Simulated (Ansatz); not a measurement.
# UB3LYP/6-31G(d) (spherical functions) run of BH2O (SMILES B[O])

Aim: the energy change on altering one bond length of BH2O at UB3LYP/6-31G* (spherical functions), from 2 runs. 

Program for the calculation: Ansatz 0.2.0.

30 further runs of the same task are left out: 30 set aside as unsound or not needed.

## 1. The system as given

BH2O: 4 atoms, total charge 0, spin state doublet. SMILES: `B[O]`. The shape is that of a PBE0-D4/def2-TZVP optimisation.

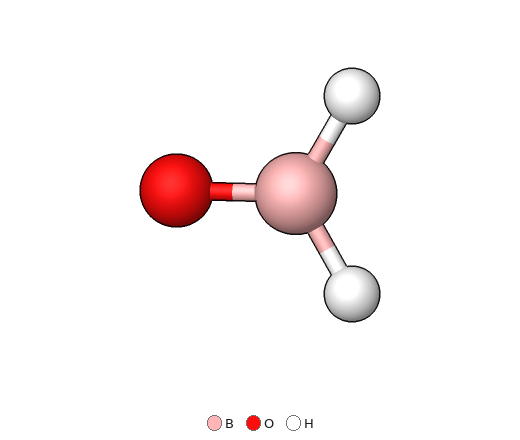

Viewed from a chosen angle; boron pink, oxygen red, hydrogen white.

## 2. A single-point energy at UB3LYP/6-31G(d) (spherical functions)

input.yaml reads:

```yaml
crystal:
  periodic: [false, false, false]
  atoms:
    - {symbol: B, position_ang: [-0.001100, -0.010300, -0.015100]}
    - {symbol: O, position_ang: [1.025300, -0.340800, 0.676900]}
    - {symbol: H, position_ang: [-1.052600, -0.587700, 0.151600]}
    - {symbol: H, position_ang: [0.083900, 0.878500, -0.833600]}
basis:
  gaussian:
    orbitals: 6-31G_st_-spherical.json
output: {orbitals: {seedname: orbitals}}
hamiltonian:
  xc: {name: B3LYP}
accuracy: high
magnetization:
  spin_polarized: true
  initial_magnetization: 1
```

The basis set 6-31G* is read from a file made from the Basis Set Exchange's data (not shown).

Run with:

```
$ ansatz run input.yaml --threads 1 --pin off --max-ram 3480MiB --events-out events.jsonl --progress --plain --runs-dir runs
```

The log of the run:

```text
Warning: RAYON_NUM_THREADS=1 ignored (pool sized by the plan → 1); use --threads N
Functional definition: B3LYP
  name "B3LYP"
  parameter a0 = 0.2
  parameter ax = 0.72
  parameter ac = 0.81
  exchange = (1 - a0 - ax)*slater_x + ax*b88_x + a0*exact_x
  correlation = (1 - ac)*vwn_rpa_c + ac*lyp_c
670 factors; integrals over basis functions are off by at most 3.9e-9 eV
mean field evaluation 1: about -2751.5392 eV, gradient 2.9e1 eV
mean field evaluation 2: about -2737.0553 eV, gradient 6.4e1 eV
mean field evaluation 4: about -2755.0370 eV, gradient 2.5e0 eV
mean field evaluation 8: about -2755.0688 eV, gradient 1.6e-2 eV
mean field evaluation 16: about -2755.0688 eV, gradient 7.1e-6 eV
mean field -2755.06882352 eV, -101.2469118115 hartree, gradient 4.0e-8 eV, S^2 0.757238; 0 other end points of the search recorded, 0 dependent functions left out
reference -2755.06884860 eV, -101.2469127335 hartree; 8, 7 occupied and 24, 25 virtual orbitals, 670 factors
Total energy: -2755.06884860 eV, -101.2469127335 hartree
```

Wall time 1.4 s (1 thread of Arm Neoverse V2, shared host); peak memory 0.11 GiB.

## 3. The distorted shape, same level

job.yaml reads:

```yaml
crystal:
  periodic: [false, false, false]
  atoms:
    - {symbol: B, position_ang: [0.524656, 0.278404, -0.098451]}
    - {symbol: O, position_ang: [1.551056, -0.052096, 0.593549]}
    - {symbol: H, position_ang: [-1.052600, -0.587700, 0.151600]}
    - {symbol: H, position_ang: [0.609656, 1.167204, -0.916951]}
basis:
  gaussian: {orbitals: 6-31G_st_-spherical.json}
total_charge: 0
magnetization: {spin_polarized: true, initial_magnetization: 1}
hamiltonian: {xc: {name: B3LYP}}
accuracy: high
output: {orbitals: {seedname: orbitals}}
```

The basis set 6-31G* is read from a file made from the Basis Set Exchange's data (not shown).

Run with:

```
$ ansatz run job.yaml --threads 1 --pin off --max-ram 3480MiB --events-out events.jsonl --progress --plain --runs-dir runs
```

The log of the run:

```text
Warning: RAYON_NUM_THREADS=1 ignored (pool sized by the plan → 1); use --threads N
Functional definition: B3LYP
  name "B3LYP"
  parameter a0 = 0.2
  parameter ax = 0.72
  parameter ac = 0.81
  exchange = (1 - a0 - ax)*slater_x + ax*b88_x + a0*exact_x
  correlation = (1 - ac)*vwn_rpa_c + ac*lyp_c
666 factors; integrals over basis functions are off by at most 2.7e-9 eV
mean field evaluation 1: about -2747.0532 eV, gradient 3.8e1 eV
mean field evaluation 2: about -2676.9494 eV, gradient 1.2e2 eV
mean field evaluation 4: about -2753.4876 eV, gradient 5.3e0 eV
mean field evaluation 8: about -2753.6383 eV, gradient 7.8e-2 eV
mean field evaluation 16: about -2753.6384 eV, gradient 5.6e-5 eV
mean field -2753.63840201 eV, -101.1943447906 hartree, gradient 4.5e-8 eV, S^2 0.785119; 0 other end points of the search recorded, 0 dependent functions left out
reference -2753.63842876 eV, -101.1943457737 hartree; 8, 7 occupied and 24, 25 virtual orbitals, 666 factors
Total energy: -2753.63842876 eV, -101.1943457737 hartree
```

Wall time 1.4 s (1 thread of Arm Neoverse V2, shared host); peak memory 0.11 GiB.

## 4. Summary of results

At UB3LYP/6-31G* (spherical functions):

```
                                                         quantity          value
                                        first shape: total energy  -101.24691 Eh
                  first shape: HOMO energy (highest over α and β)       -8.82 eV
                   first shape: LUMO energy (lowest over α and β)       -4.63 eV
                                                first shape: ⟨S²⟩          0.757
                                    distorted shape: total energy  -101.19435 Eh
              distorted shape: HOMO energy (highest over α and β)       -8.66 eV
               distorted shape: LUMO energy (lowest over α and β)       -4.84 eV
                                            distorted shape: ⟨S²⟩          0.785
energy change with the B1–H3 bond stretched from 1.211 to 1.817 Å       1.430 eV
```

**Reading.** With the B1–H3 bond stretched from 1.211 to 1.817 Å the energy rises by 1.43 eV (138 kJ/mol). The first shape isn't relaxed at this level, so the change isn't measured from a minimum.
